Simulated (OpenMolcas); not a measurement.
## Single-point calculation, with input and output: BF2 (charge +1) (part 1 of 3)

BF2, charge +1, multiplicity 3, computed with PBE0/cc-pVTZ, UKS (OpenMolcas 26.06).

The geometry is that of the parent species in another charge or spin state. The geometry comes from this level: PBE0-D4/def2-TZVP.

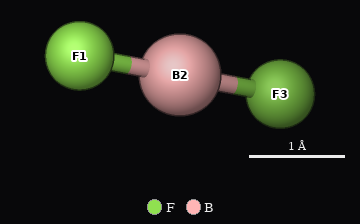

Figure 1. The input geometry (ball-and-stick view, seen at a tilt; atoms are numbered from 1 in the order of the input). Bond lengths as drawn: B–F 1.23 Å.

**Results in brief**

- outcome: converged
- total energy: −223.692291 hartree
- basis functions: 90
- ⟨S²⟩: 2.010
- hardware: 1 thread of Intel Xeon @ 2.50GHz (Skylake/Cascade Lake), 96 GiB of memory available, shared host
- wall time: 53 s
- peak memory: 0.49 GiB

**Input file**
```
* BF2 Kohn-Sham DFT
&GATEWAY
BasLib=$CurrDir
BasisSet
F.cc-pVTZ....
F1 0.329710 1.140520 0.307700 angstrom
F3 -0.329720 -1.140520 -0.307700 angstrom
End of Basis
BasisSet
B.cc-pVTZ....
B2 0.000000 0.000000 0.000000 angstrom
End of Basis
&SEWARD
GridInput
Grid=UltraFine
End of Grid
&SCF
UHF
Charge=1
Spin=3
KSDFT=PBE0
Thresholds=1e-10 1e-07 1e-07 1e-05
PrOrbitals=1 2
```

Launch command:
```bash
export MOLCAS_MEM=1860
pymolcas mol.inp > mol.log
```

**Log**
```
--- Start Module: gateway ---

                                              &GATEWAY

                       available to each process: 1.9 GB of memory, 1 thread

 Basis Set     1 Label: F.CC-PVTZ....
 Basis set is read from library:.
 basistype.tbl is not found

 Basis Set     2 Label: B.CC-PVTZ....
 Basis set is read from library:.
 basistype.tbl is not found

++    Symmetry information:
      ---------------------

                    Character Table for C1

                             E
                    a        1  x, y, xy, Rz, z, xz, Ry, yz, Rx, I
--

++    Basis set information:
      ----------------------

      Basis set label: F.CC-PVTZ.........

      Electronic valence basis set:
      ------------------
      Associated Effective Charge   9.000000 au
      Associated Actual Charge      9.000000 au
      Nuclear Model: Point charge

      Shell  nPrim  nBasis  Cartesian Spherical Contaminant
         s      10       4        X
         p       5       3        X
         d       2       2                 X
         f       1       1                 X

      Basis set label: B.CC-PVTZ.........

      Electronic valence basis set:
      ------------------
      Associated Effective Charge   5.000000 au
      Associated Actual Charge      5.000000 au
      Nuclear Model: Point charge

      Shell  nPrim  nBasis  Cartesian Spherical Contaminant
         s      10       4        X
         p       5       3        X
         d       2       2                 X
         f       1       1                 X
--

++    Molecular structure info:
      -------------------------

                    ************************************************
                    **** Cartesian Coordinates / bohr, angstrom ****
                    ************************************************

     Center  Label                x              y              z                     x              y              z
        1      F1               0.623062       2.155270       0.581469              0.329710       1.140520       0.307700
        2      F3              -0.623080      -2.155270      -0.581469             -0.329720      -1.140520      -0.307700
        3      B2               0.000000       0.000000       0.000000              0.000000       0.000000       0.000000

                    ***************************************
                    *    InterNuclear Distances / bohr    *
                    ***************************************

               1 F1            2 F3            3 B2
    1 F1       0.000000
    2 F3       4.635305        0.000000
    3 B2       2.317650        2.317655        0.000000

                    *******************************************
                    *    InterNuclear Distances / angstrom    *
                    *******************************************

               1 F1            2 F3            3 B2
    1 F1       0.000000
    2 F3       2.452898        0.000000
    3 B2       1.226448        1.226450        0.000000

                    **************************************
                    *    Valence Bond Angles / degree    *
                    **************************************
                          Atom centers                 Phi
                      1 F1       3 B2       2 F3       180.00
--

            Nuclear Potential Energy             56.30696927 au

--- Stop Module: gateway /rc=_RC_ALL_IS_WELL_ ---

--- Start Module: seward ---

                                              &SEWARD

                       available to each process: 1.9 GB of memory, 1 thread

               SEWARD will generate:
                  Multipole Moment integrals up to order  2
                  Kinetic Energy integrals
                  Nuclear Attraction integrals (point charge)
                  One-Electron Hamiltonian integrals
                  Velocity integrals
                  Orbital angular momentum around ( -0.0000   0.0000   0.0000 )
                  Velocity quadrupole around ( -0.0000   0.0000   0.0000 )
                  Two-Electron Repulsion integrals

                   Integrals are discarded if absolute value <: 1.00E-14
                   Integral cutoff threshold is set to       <: 1.00E-16

            Nuclear Potential Energy             56.30696927 au

      Basis set specifications :
      Symmetry species         a
      Basis functions           90

--- Stop Module: seward /rc=_RC_ALL_IS_WELL_ ---
--- Module seward spent 3 seconds ---

--- Start Module: scf ---

                                                &SCF

                       available to each process: 1.9 GB of memory, 1 thread

++    Input section:
      --------------

      Header of the integral files:

      Cartesian coordinates in angstrom:
      -----------------------------------------------------
      No.  Label        X            Y            Z
      -----------------------------------------------------
       1   F1         0.32971000   1.14052000   0.30770000
       2   F3        -0.32972000  -1.14052000  -0.30770000
       3   B2         0.00000000   0.00000000   0.00000000
      -----------------------------------------------------
      Nuclear repulsion energy =   56.30696927
--

++    Orbital specifications:
      -----------------------

      Symmetry species               1
                                     a
      Frozen orbitals                0
      Start temperature = 0.500
      End temperature   = 0.010
      Temperature Factor= 0.460
      Deleted orbitals               0
      Total number of orbitals      90
      Number of basis functions     90
--

      Molecular charge                           1.000

      Numerical integration parameters
      --------------------------------
      Radial quadrature type:                         MHL
      Size of radial grid:                            99
      Lebedev angular grid:                           41
      Angular grid pruned with the crowding factor:  1.00E+10
                                 and fading factor:  1.00E+01
      Screening threshold for integral computation:   1.00E-11
      Radial quadrature accuracy:                     1.00E-25
      Maximum batch size:                             128
      AO values are stored on disk
      The same grid will be used for all iterations.

      DFT functional specifications
      -----------------------------
      Using Libxc version: 6.2.2
      Please cite the following reference:
      S. Lehtola, C. Steigemann, M. J.T. Oliveira, and M. A.L. Marques.,  SoftwareX 7, 1–5 (2018) doi:10.1016/j.softx.2017.11.002

      * PBEH (PBE0)

++    Optimization specifications:
      ----------------------------

      SCF Algorithm: Conventional USCF
      D(i)-D(i-1) density differences are used
      Number of density matrices in core                 5
      Maximum number of NDDO SCF iterations            400
      Maximum number of HF SCF iterations              400
      Threshold for SCF energy change             1.00E-10
      Threshold for density matrix                1.00E-07
      Threshold for Fock matrix                   1.00E-07
      Threshold for linear dependence             1.00E-09
      Threshold at which DIIS is turned on        1.50E-01
      Maximum depth in the DIIS procedure                5
      Maximum depth in the BFGS Hessian update          30
      Threshold at which QNR/C2DIIS is turned on  7.50E-02
      Threshold for Norm(delta) (QNR/C2DIIS)      1.00E-05
      All orbitals punched on: UHFORB
--

      Input vectors read from INPORB
      Orbital file label: *Guess orbitals

++ Convergence information
                               UHF PBE0       iterations: Energy and convergence statistics

Iter     Tot. PBE0       One-elec.       Two-elec.     Energy      Max Dij or  Max Fij      DNorm      TNorm      AccCon     Time
         Energy          Energy          Energy        Change      Delta Norm                                                in Sec.
   1  -220.752097876  -422.159255216   145.100188066   0.00E+00    1.86E-01*   1.88E+00*    8.45E+00   1.26E+02   None         2.
   2  -222.369205892  -434.352368376   155.676193210  -1.62E+00*   3.83E-01*   2.78E-01*    7.73E+00   1.30E+02   EDIIS        1.
   3  -222.653904929  -424.166028584   145.205154381  -2.85E-01*   2.10E-01*   2.21E-01*    5.58E+00   1.27E+02   EDIIS        1.
   4  -223.410953965  -435.591157622   155.873234383  -7.57E-01*   2.96E-01*   1.59E-01*    2.69E+00   1.30E+02   EDIIS        1.
   5  -223.433991060  -427.898270889   148.157310555  -2.30E-02*   5.03E-02*   8.45E-02*    2.47E+00   1.28E+02   EDIIS        1.
   6  -223.629989556  -432.012573291   152.075614461  -1.96E-01*   5.67E-02*   1.83E-02*    8.28E-01   1.29E+02   EDIIS        1.
   7  -223.652568292  -430.962165901   151.002628335  -2.26E-02*   5.54E-02*   2.12E-02*    1.10E+00   1.29E+02   EDIIS        1.
   8  -223.653429624  -432.121716383   152.161317485  -8.61E-04*   1.87E-02*   1.47E-02*    4.16E-01   1.29E+02   EDIIS        1.
   9  -223.657057797  -431.341490093   151.377463023  -3.63E-03*   2.09E-02*   7.81E-03*    1.48E-01   1.29E+02   EDIIS        1.
  10  -223.656794506  -431.723577959   151.759814180   2.63E-04*   2.53E-02*   4.00E-03*    1.38E-01   1.29E+02   EDIIS        1.
  11  -223.657014929  -431.547919831   151.583935628  -2.20E-04*   3.19E-02*   6.08E-03*    5.50E-02   1.29E+02   EDIIS        1.
  12  -223.661062485  -431.518253953   151.550222194  -4.05E-03*   2.40E-01*   2.72E-02*    4.62E-01   1.29E+02   EDIIS        1.
  13  -223.673357855  -431.549923054   151.569595925  -1.23E-02*   9.34E-01*   1.52E-01*    8.91E-01   1.29E+02   EDIIS        1.
  14  -223.477286041  -431.599001607   151.814746292   1.96E-01*   4.36E-01*   7.67E-02*    1.69E+00   1.29E+02   EDIIS        1.
  15  -223.660018317  -431.526149534   151.559161943  -1.83E-01*   4.13E-02*   3.47E-02*    6.43E-01   1.29E+02   EDIIS        1.
  16  -223.692052974  -431.540813067   151.541790820  -3.20E-02*   1.41E-01*   1.68E-02*    1.23E-01   1.29E+02   EDIIS        1.
  17  -223.689057473  -431.552243189   151.556216442   3.00E-03*   4.69E-02*   8.14E-03*    1.99E-01   1.29E+02   EDIIS        1.

       Fermi aufbau procedure completed!
      nOcc(alpha)=   12
      nOcc(beta) =   10

  18  -223.691879095  -431.546742664   151.547894296  -2.82E-03*   6.83E-03*   2.65E-03*    7.34E-02   1.29E+02   c2DIIS       1.
  19  -223.692287287  -431.539990460   151.540733899  -4.08E-04*   1.27E-02*   7.08E-04*    1.28E-02   1.29E+02   QNRc2DIIS    1.
  20  -223.692261344  -431.544962681   151.545732063   2.59E-05*   1.19E-02*   3.37E-03*    1.82E-02   1.29E+02   QNRc2DIIS    1.
  21  -223.692290079  -431.543840859   151.544581505  -2.87E-05*   3.15E-03*   1.37E-04*    1.55E-02   1.29E+02   QNRc2DIIS    1.
  22  -223.692290096  -431.535767971   151.536508602  -1.64E-08*   1.37E-03*   2.72E-04*    5.56E-03   1.29E+02   QNRc2DIIS    1.
  23  -223.692290596  -431.541734181   151.542474312  -5.00E-07*   6.61E-04*   4.01E-05*    2.76E-03   1.29E+02   QNRc2DIIS    1.
  24  -223.692290614  -431.541658734   151.542398847  -1.81E-08*   6.24E-05*   6.18E-06*    1.11E-03   1.29E+02   QNRc2DIIS    1.
  25  -223.692290614  -431.541924782   151.542664894  -4.06E-10*   2.16E-05*   2.77E-06*    1.97E-04   1.29E+02   QNRc2DIIS    1.
  26  -223.692290614  -431.541839018   151.542579130  -9.86E-11    4.59E-06    4.75E-07*    6.16E-05   1.29E+02   QNRc2DIIS    1.
  27  -223.692290614  -431.541838776   151.542578888  -3.24E-12    3.54E-06    4.70E-07*    9.39E-06   1.29E+02   QNRc2DIIS    1.
  28  -223.692290614  -431.541838853   151.542578965  -2.16E-12    2.25E-06    4.66E-07*    7.23E-06   1.29E+02   QNRc2DIIS    1.
  29  -223.692290614  -431.541838807   151.542578919  -1.59E-12    2.43E-06    4.62E-07*    4.60E-06   1.29E+02   QNRc2DIIS    1.
  30  -223.692290614  -431.541838778   151.542578890  -1.14E-12    6.28E-06    4.59E-07*    4.97E-06   1.29E+02   QNRc2DIIS    1.
  31  -223.692290614  -431.541838694   151.542578806  -4.04E-12    3.67E-06    4.50E-07*    1.28E-05   1.29E+02   QNRc2DIIS    1.
  32  -223.692290614  -431.541838673   151.542578785  -2.05E-12    2.90E-04*   4.44E-07*    7.49E-06   1.29E+02   QNRc2DIIS    1.
  33  -223.692290614  -431.541837716   151.542577828  -8.96E-11    1.31E-06    1.77E-08     5.92E-04   1.29E+02   QNRc2DIIS    1.

       Convergence after  33 Iterations
--

 *****************************************************************************************************************************
 *                                             SCF/KS-DFT Program, Final results                                             *
 *                                                       Final Results                                                       *
 *****************************************************************************************************************************

::    Total KS-DFT energy                            -223.6922906142
      One-electron energy                            -431.5418377157
      Two-electron energy                             151.5425778278
      Nuclear repulsion energy                         56.3069692737
      Kinetic energy (interpolated)                   223.4250274973
      Virial theorem                                    1.0011962094
      Total spin, S(S+1)                                2.0100587240
      Total spin, S                                     1.0033491690
      Max non-diagonal density matrix element           0.0000012880
      Max non-diagonal Fock matrix element              0.0000000428

      All orbitals with orbital energies smaller than  E(LUMO)+0.5 are printed

++    Molecular orbitals:
      -------------------

      Title: UKS-DFT orbitals (alpha)

      Molecular orbitals for symmetry species 1: a
```
